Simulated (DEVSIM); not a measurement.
System: Schottky contact on p-type Si, at 300 K.

| layer (left to right) | material | thickness (μm) | Na (cm⁻³) | τn (s) | τp (s) |
|---|---|---|---|---|---|
| 1 | Si | 16.0 | 8.6e16 | 2.5e-7 | 2.5e-7 |

Left contact: Schottky, work function 4.504 eV, emission velocity 6.9e6 cm/s. Right contact: ohmic. Voltage is applied to the left contact. Recombination: SRH at mid-gap, Auger. Mobility is constant in doping.

This is a model device: material constants are rounded textbook-type values typed into the input, and sizes, dopings and lifetimes were drawn at random. Values at 300 K.

```
parameter           Si
-------------  -------
gap (eV)         1.124
affinity (eV)     4.05
permittivity      11.7
Nc (cm⁻³)      2.86e19
Nv (cm⁻³)       3.1e19
μn (cm²/Vs)       1417
μp (cm²/Vs)        470
Cn (cm⁶/s)     2.8e-31
Cp (cm⁶/s)     9.9e-32
```

Simulated with DEVSIM: 1D drift-diffusion, Boltzmann statistics, complete ionisation; no tunnelling, impact ionisation, image-force lowering or self-heating. Metal contacts follow the ideal Schottky-Mott rule: no Fermi-level pinning, no interface dipoles.

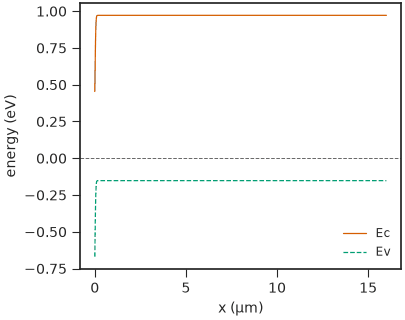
Band edges at zero bias

Energies count from the Fermi level of the right contact; mesh points crowd at the junctions.

```csv
x (μm),Ec (eV),Ev (eV),n (cm⁻³),p (cm⁻³),field (V/cm)
0.000,0.454,-0.670,6.8e11,1.7e8,110000
0.01516,0.612,-0.512,1.5e9,7.8e10,94000
0.04252,0.820,-0.304,480000,2.4e14,58000
0.08445,0.955,-0.169,2600,4.4e16,11000
0.1927,0.972,-0.152,1400,8.6e16,≈ 0
0.3292,0.972,-0.152,1400,8.6e16,≈ 0
0.5755,0.972,-0.152,1400,8.6e16,≈ 0
1.126,0.972,-0.152,1400,8.6e16,≈ 0
1.928,0.972,-0.152,1400,8.6e16,≈ 0
3.156,0.972,-0.152,1400,8.6e16,≈ 0
5.375,0.972,-0.152,1400,8.6e16,≈ 0
9.739,0.972,-0.152,1400,8.6e16,≈ 0
12.32,0.972,-0.152,1400,8.6e16,≈ 0
13.75,0.972,-0.152,1400,8.6e16,≈ 0
14.89,0.972,-0.152,1400,8.6e16,≈ 0
15.33,0.972,-0.152,1400,8.6e16,≈ 0
15.61,0.972,-0.152,1400,8.6e16,≈ 0
15.77,0.972,-0.152,1400,8.6e16,≈ 0
15.90,0.972,-0.152,1400,8.6e16,≈ 0
15.95,0.972,-0.152,1400,8.6e16,≈ 0
15.98,0.972,-0.152,1400,8.6e16,≈ 0
16.00,0.972,-0.152,1400,8.6e16,≈ 0
```
